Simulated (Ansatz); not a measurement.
# SiHBrF2 (SMILES F[SiH](F)Br) at B3LYP/6-31G(d) (spherical functions)

Aim: the vertical electron affinity of SiHBrF2 at B3LYP/6-31G* (spherical functions), from 2 runs. 

The calculation is run with Ansatz 0.2.0.

36 further runs of the same task are left out: 36 set aside as unsound or not needed. Runs told in other sessions of the task aren't counted.

**1. The molecule**

SiHBrF2 has 5 atoms, charge 0, and is taken as a singlet. SMILES: `F[SiH](F)Br`. The shape is that of a PBE0-D4/def2-TZVP optimisation.

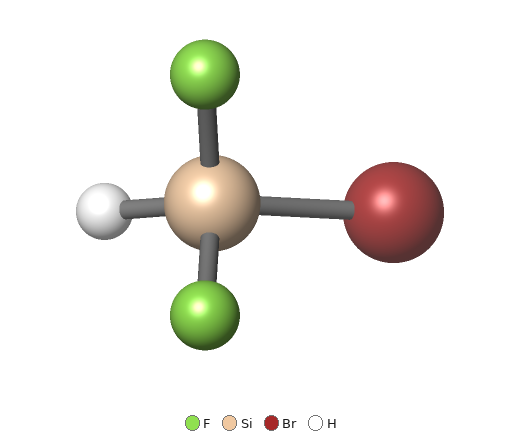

The structure, seen from a chosen angle (fluorine green, silicon light orange, bromine red, hydrogen white).

**2. A single-point energy at B3LYP/6-31G(d) (spherical functions)**

The input, in.yaml:

```yaml
crystal:
  periodic: [false, false, false]
  atoms:
    - {symbol: F, position_ang: [-0.224900, -0.396300, 1.531900]}
    - {symbol: Si, position_ang: [0.124200, 0.002500, 0.045800]}
    - {symbol: F, position_ang: [0.210200, 1.576700, -0.017200]}
    - {symbol: Br, position_ang: [-1.476800, -0.678900, -1.271900]}
    - {symbol: H, position_ang: [1.417200, -0.577700, -0.330000]}
basis:
  gaussian:
    orbitals: 6-31G_st_-spherical.json
hamiltonian:
  xc: {name: B3LYP}
accuracy: high
output: {orbitals: {seedname: orbitals}}
```

The basis set 6-31G* is read from a file made from the Basis Set Exchange's data (not shown).

Started as:

```
$ ansatz run in.yaml --threads 1 --pin off --max-ram 2610MiB --events-out events.jsonl --progress --plain --runs-dir runs
```

The log of the run:

```text
Warning: RAYON_NUM_THREADS=1 ignored (pool sized by the plan → 1); use --threads N
Functional definition: B3LYP
  name "B3LYP"
  parameter a0 = 0.2
  parameter ax = 0.72
  parameter ac = 0.81
  exchange = (1 - a0 - ax)*slater_x + ax*b88_x + a0*exact_x
  correlation = (1 - ac)*vwn_rpa_c + ac*lyp_c
1580 factors; integrals over basis functions are off by at most 6.2e-9 eV
mean field evaluation 1: about -83368.1150 eV, gradient 4.0e1 eV
mean field evaluation 2: about -83364.6535 eV, gradient 6.4e1 eV
mean field evaluation 4: about -83370.4785 eV, gradient 9.6e-1 eV
mean field evaluation 8: about -83370.5999 eV, gradient 1.3e-1 eV
mean field evaluation 16: about -83370.5999 eV, gradient 6.5e-6 eV
mean field -83370.59994609 eV, -3063.8130373963 hartree, gradient 5.5e-8 eV, S^2 0.000000; 0 other end points of the search recorded, 0 dependent functions left out
reference -83370.59998095 eV, -3063.8130386777 hartree; 34, 34 occupied and 46, 46 virtual orbitals, 1580 factors
Total energy: -83370.59998095 eV, -3063.8130386777 hartree
```

Run time: 6.9 s. Hardware: 1 thread of Arm Neoverse V1, shared host; peak memory 0.26 GiB.

**3. The doublet anion at the same level**

The input, in.yaml:

```yaml
crystal:
  periodic: [false, false, false]
  atoms:
    - symbol: F
      position_ang: [-0.224900, -0.396300, 1.531900]
    - symbol: Si
      position_ang: [0.124200, 0.002500, 0.045800]
    - symbol: F
      position_ang: [0.210200, 1.576700, -0.017200]
    - symbol: Br
      position_ang: [-1.476800, -0.678900, -1.271900]
    - symbol: H
      position_ang: [1.417200, -0.577700, -0.330000]
basis:
  gaussian:
    orbitals: 6-31G_st_-spherical.json
total_charge: -1
magnetization:
  spin_polarized: true
  initial_magnetization: 1
hamiltonian:
  xc: {name: B3LYP}
accuracy: high
output:
  orbitals: {seedname: orbitals}
```

The basis set 6-31G* is read from a file made from the Basis Set Exchange's data (not shown).

Started as:

```
$ ansatz run in.yaml --threads 1 --pin off --max-ram 2610MiB --events-out events.jsonl --progress --plain --runs-dir runs
```

The log of the run, shortened:

```text
Warning: RAYON_NUM_THREADS=1 ignored (pool sized by the plan → 1); use --threads N
[... 7 set-up lines as earlier in the session ...]
1580 factors; integrals over basis functions are off by at most 6.2e-9 eV
mean field evaluation 1: about -83367.2746 eV, gradient 1.0e1 eV
mean field evaluation 2: about -83367.4677 eV, gradient 8.7e0 eV
mean field evaluation 4: about -83367.8940 eV, gradient 5.1e-1 eV
mean field evaluation 8: about -83368.0379 eV, gradient 1.2e-1 eV
mean field evaluation 16: about -83368.0384 eV, gradient 2.5e-3 eV
mean field evaluation 32: about -83368.0384 eV, gradient 1.1e-6 eV
mean field -83368.03838164 eV, -3063.7189016391 hartree, gradient 5.1e-8 eV, S^2 0.751243; 6 other end points of the search recorded, 0 dependent functions left out
reference -83368.03841723 eV, -3063.7189029473 hartree; 35, 34 occupied and 45, 46 virtual orbitals, 1580 factors
Total energy: -83368.03841723 eV, -3063.7189029473 hartree
```

Run time: 29 s. Hardware: 1 thread of Arm Neoverse V1, shared host; peak memory 0.4 GiB.

**4. Summary of results**

Level: B3LYP/6-31G* (spherical functions).

| quantity | value |
| --- | --- |
| singlet SiHBrF2: total energy | -3063.81304 Eh |
| singlet SiHBrF2: HOMO energy | -8.82 eV |
| singlet SiHBrF2: LUMO energy | 0.27 eV |
| singlet SiHBrF2: HOMO–LUMO gap | 9.08 eV |
| doublet anion: total energy | -3063.71890 Eh |
| doublet anion: HOMO energy (highest over α and β) | 4.81 eV |
| doublet anion: LUMO energy (lowest over α and β) | 6.32 eV |
| doublet anion: ⟨S²⟩ | 0.751 |
| vertical electron affinity (to the doublet anion) | -2.562 eV |

**Reading.** The anion lies 2.56 eV (247 kJ/mol) above the neutral: the electron isn't bound at this level, and such a value depends on the basis. Without diffuse functions anions come out too high. The HOMO (doublet anion) lies at positive energy, 4.81 eV, from the functional's self-interaction, a short basis or an electron that isn't bound; only total energies against the neutral tell.
